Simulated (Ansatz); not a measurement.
A series of calculations on SiNH$_{5}$S

### Relaxation

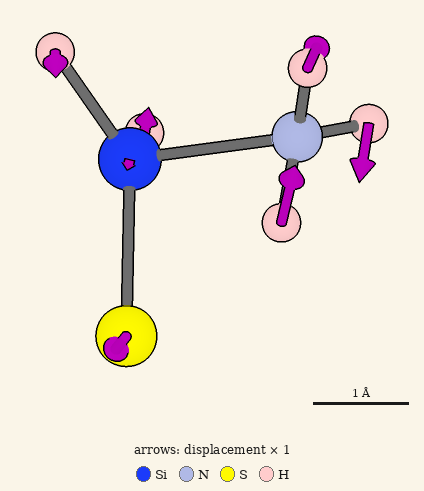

A relaxation of SiNH5S (started from a transition state, displaced along its imaginary mode). The starting structure is drawn; purple arrows show the displacements, at their true length. The two geometries are superimposed by the best rigid fit.

The picture is a ball-and-stick view, seen at a tilt.

Theory: RKS PBE0-D4/def2-TZVP in Ansatz 0.2.0.

The input:
```yaml
crystal:
  periodic: [false, false, false]
  atoms:
    - {symbol: Si, position_ang: [-0.727986, -0.565414, -0.285608]}
    - {symbol: N, position_ang: [0.629102, 0.615865, 0.366490]}
    - {symbol: S, position_ang: [0.619417, -1.398118, -1.525522]}
    - {symbol: H, position_ang: [1.155995, 0.120736, -0.277290]}
    - {symbol: H, position_ang: [-1.811276, 0.345818, -0.762075]}
    - {symbol: H, position_ang: [-1.235273, -1.254535, 0.938585]}
    - {symbol: H, position_ang: [0.487886, 1.616238, 0.189501]}
    - {symbol: H, position_ang: [0.882235, 0.519410, 1.356018]}
basis:
  gaussian: {orbitals: def2-TZVP}
hamiltonian: {xc: pbe0, dispersion: d4}
relax: {f_tol: 0.005, max_steps: 200}
```

Question: Describe the change and its energy.

Answer: Over 27 accepted moves (31 points after the start) the energy falls by 12.4 kcal/mol. The largest force component goes from 3.6 to 0.0017 eV/Å. The line search rejected the trial steps at points 4, 17, 19, 24 of the run. The forces were under the threshold at step 8, but the run went on from there. The atom that moves furthest after the best rigid fit is H4 (0.93 Å). By element the largest moves are H 0.93 Å, S 0.65 Å, Si 0.13 Å, N 0.07 Å. Near-neighbour distances that change, for instance: S3–H4 2.038 → 3.201 Å, N2–H4 0.968 → 1.017 Å, Si1–N2 1.914 → 1.962 Å, Si1–S3 2.012 → 1.977 Å. Bond angles that change, for instance: Si1–N2–H4 81.0° → 106.8°, N2–Si1–S3 89.5° → 105.1°, H4–N2–H7 117.3° → 106.8°. Groups turn about Si1–N2 by about 60°. The run took roughly 2.3 core-minutes on a shared host.

### Relaxation

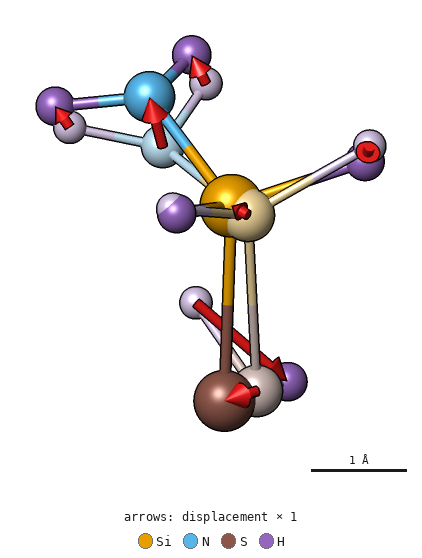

This is a relaxation of SiNH$_{5}$S (started from a transition state, displaced along its imaginary mode). The starting structure is drawn faded, the final one solid; red arrows show the displacements, at their true length. The two geometries are superimposed by the best rigid fit.

Style: ball-and-stick. Shown from a free direction.

Level of theory: Ansatz 0.2.0, RKS PBE0-D4/def2-TZVP. Set-up: force threshold 0.005 eV/Å; at most 200 steps.

Q: Atoms of which element are displaced furthest, and by how much?

A: Hydrogen: up to 1.29 Å, against 0.61 Å for nitrogen.

Q: What happened in the run?

A: After 17 accepted moves (19 points after the start) the energy has fallen by 82.2 kJ/mol. The largest force component goes from 1.7 to 0.0037 eV/Å. The line search rejected the trial steps at points 7, 12 of the run. The largest move after the best rigid fit is that of an H atom, 1.29 Å. Largest moves by element: H 1.29 Å, N 0.61 Å, S 0.44 Å, Si 0.23 Å. Near-neighbour distances that change, for instance: S–Si 2.101 → 2.148 Å, N–Si 1.755 → 1.710 Å, H–S 1.319 → 1.344 Å, H–Si 1.487 → 1.482 Å. Bond angles that change, for instance: Si–S–H 66.6° → 95.1°, N–Si–S 91.8° → 117.7°, S–Si–H 117.3° → 101.7°. Groups turn about S–Si by about 65°.

### Reaction

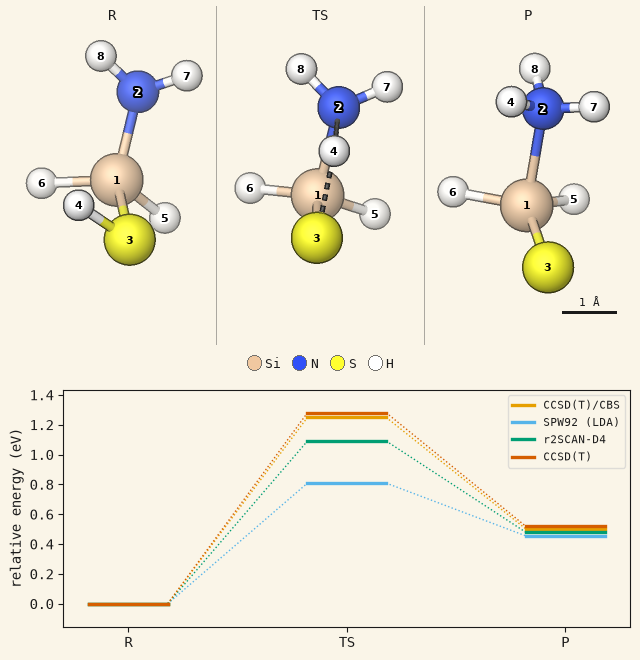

A reaction step of SiNH5S, with its energy diagram. A ball-and-stick model, seen from a free direction. Dashed sticks mark bonds that form or break.

Stationary points at PBE0-D4/def2-TZVP, single-point energies with CCSD(T)/CBS, SPW92 (LDA), r2SCAN-D4, CCSD(T) (def2-TZVPP where no basis is named; Ansatz 0.2.0). The energies are electronic, without zero-point or thermal terms, and both ends are the minima reached downhill from the saddle, with any fragments still in contact. CCSD(T)/CBS stands for a frozen-core estimate: MP2 correlation extrapolated from def2-TZVPP and def2-QZVPP, CCSD(T) minus MP2 from the smaller set.

**What happens, and what does it cost?**

From R over the saddle to P, a bond forms: N2–H4 (3.44 → 1.34 → 1.02 Å). A bond breaks: S3–H4 (1.34 → 1.68 → 3.20 Å). Bonds that stay but change much: Si1–N2 (1.71 → 1.83 → 1.96 Å). The saddle has one imaginary mode, 1363i cm⁻¹. With CCSD(T)/CBS the barrier is 1.25 eV from R and 0.75 eV from P, and P lies 0.50 eV above R.

```csv
level,barrier from R (eV),barrier from P (eV),P less R (eV)
CCSD(T)/CBS,1.25,0.75,0.50
SPW92 (LDA),0.81,0.35,0.45
r2SCAN-D4,1.09,0.61,0.48
CCSD(T),1.28,0.76,0.52
```

Against CCSD(T)/CBS, CCSD(T) comes closest on the barrier from R (+0.03 eV) and SPW92 (LDA) misses most (−0.44 eV).

### Reaction

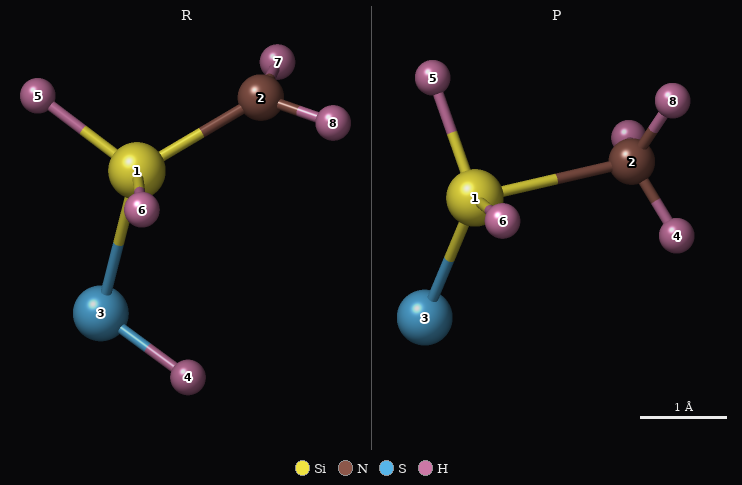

Reactant (R) and product (P) of one elementary step of SiNH₅S. A ball-and-stick model, seen at a tilt.

Stationary points at PBE0-D4/def2-TZVP, single-point energies with PBE-QIDH, PBE0-D4, B2PLYP, CCSD(T)/CBS (def2-TZVPP where no basis is named; Ansatz 0.2.0). The energies are electronic, without zero-point or thermal terms, and both ends are the minima reached downhill from the saddle, with any fragments still in contact. CCSD(T)/CBS stands for a frozen-core estimate: MP2 correlation extrapolated from def2-TZVPP and def2-QZVPP, CCSD(T) minus MP2 from the smaller set.

R:
```xyz
8

Si   -0.5866   -0.2196   -0.1101
N     0.0998    1.0608    0.7919
S     0.5697   -1.0351   -1.7258
H     1.5333   -1.5426   -0.9387
H    -1.7989    0.2548   -0.8179
H    -0.8885   -1.2868    0.8738
H     0.3891    1.9134    0.3396
H     0.6822    0.8551    1.5873
```

P:
```xyz
8

Si   -0.7004   -0.6059   -0.4077
N     0.6139    0.5822    0.4346
S     0.1815   -1.2689   -2.0479
H     1.4554    0.0305    0.5856
H    -1.8108    0.3944   -0.4221
H    -0.9235   -1.4541    0.8024
H     0.8484    1.2956   -0.2519
H     0.3356    1.0262    1.3070
```

**Predict the saddle point between them and the barrier.**

From R over the saddle to P, a bond forms: N2–H4 (3.44 → 1.34 → 1.02 Å). A bond breaks: S3–H4 (1.34 → 1.68 → 3.20 Å). Bonds that stay but change much: Si1–N2 (1.71 → 1.83 → 1.96 Å). The saddle has one imaginary mode, 1363i cm⁻¹. With PBE-QIDH the barrier is 1.21 eV from R and 0.71 eV from P, and P lies 0.49 eV above R.

```
      level  barrier from R (eV)  barrier from P (eV)  P less R (eV)
   PBE-QIDH                 1.21                 0.71           0.49
    PBE0-D4                 1.12                 0.63           0.48
     B2PLYP                 1.25                 0.73           0.52
CCSD(T)/CBS                 1.25                 0.75           0.50
```

Against CCSD(T)/CBS, B2PLYP comes closest on the barrier from R (+0.00 eV) and PBE0-D4 misses most (−0.13 eV).

Saddle geometry:

```xyz
8

Si   -0.7090   -0.4909   -0.2220
N     0.5618    0.6591    0.4300
S     0.6759   -1.3356   -1.4858
H     1.1881   -0.0910   -0.4874
H    -1.8130    0.3374   -0.7730
H    -1.2358   -1.2663    0.9312
H     0.4677    1.6455    0.2166
H     0.8644    0.5419    1.3903
```

The saddle point in the same view, with dashed sticks for the bonds that form or break:

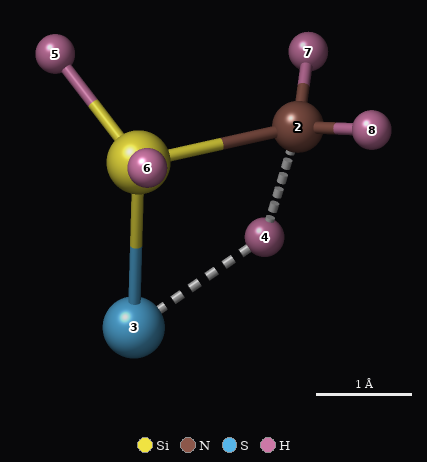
